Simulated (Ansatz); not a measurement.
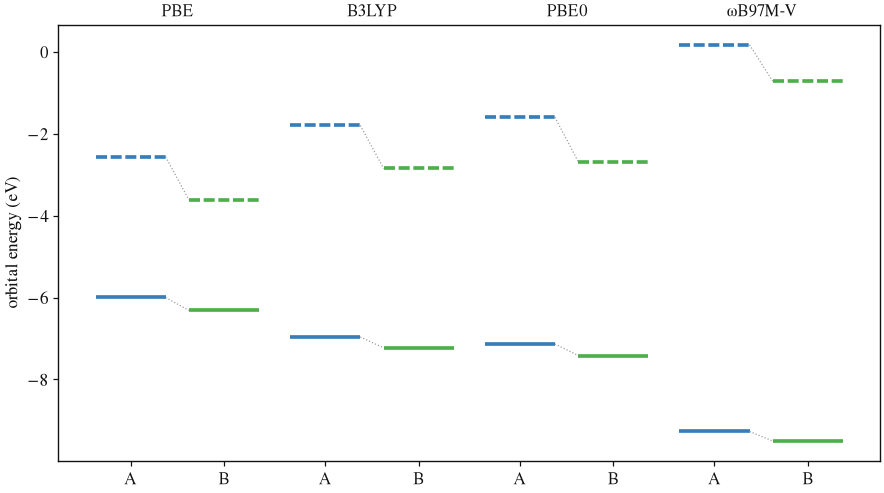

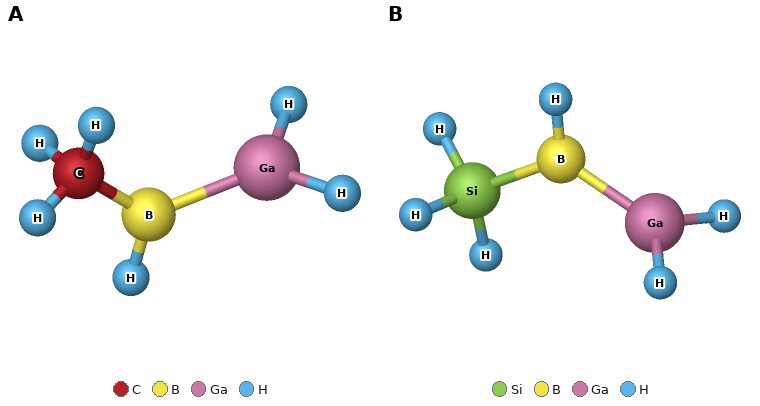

One change: A, CH₆BGa (SMILES C[BH][GaH2]), becomes B, GaBSiH₆ (SMILES [SiH3][BH][GaH2]). CH₃ on B is replaced by SiH₃. HOMO (solid) and LUMO (dashed) computed in def2-TZVPP at PBE0-D4/def2-TZVP geometries, both minima by their frequencies, gas phase, the Ansatz code 0.2.0. Empty levels above zero depend strongly on the basis.

What does the change do to HOMO and LUMO?

PBE: the HOMO falls by 0.32 eV, the LUMO falls by 1.05 eV, and the separation goes from 3.44 to 2.70 eV. B3LYP: the HOMO falls by 0.27 eV, the LUMO falls by 1.05 eV, and the separation goes from 5.17 to 4.38 eV. PBE0: the HOMO falls by 0.28 eV, the LUMO falls by 1.09 eV, and the separation goes from 5.54 to 4.73 eV. ωB97M-V: the HOMO falls by 0.24 eV, the LUMO falls by 0.90 eV, and the separation goes from 9.44 to 8.78 eV.

Do the functionals agree on the effect?

They agree on the direction for both levels; the HOMO shift lies between −0.32 and −0.24 eV and the LUMO shift between −1.09 and −0.90 eV, while the separations themselves differ by up to 6.1 eV between functionals.
